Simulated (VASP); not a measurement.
Energy against volume of Ge (diamond). These are r2SCAN+rVV10, VASP's PBE PAW potentials (set 64) (plane waves; VASP) values and carry that method's errors.

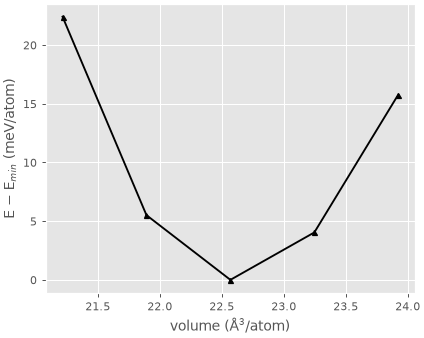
*Energy against volume*

Estimate the equilibrium volume and the bulk modulus.

The minimum lies near 22.6 Å³/atom, and the curvature gives B0 of about 74 GPa.

Measured: bulk modulus 77.3 GPa at 0 K (computed value off by -4.6 %), as given by Tanner et al., (2021), arXiv:2110.11888 [low-temperature value with the zero-point effect removed]; a 5.644 Å at 0 K (computed value off by +0.2 %), as given by Daniel Mejia-Rodriguez et al., Physical Review B (2018), arXiv:1807.09216 [static lattice: zero-point anharmonic expansion removed].

The compound is Ge in the diamond structure. It was relaxed first.
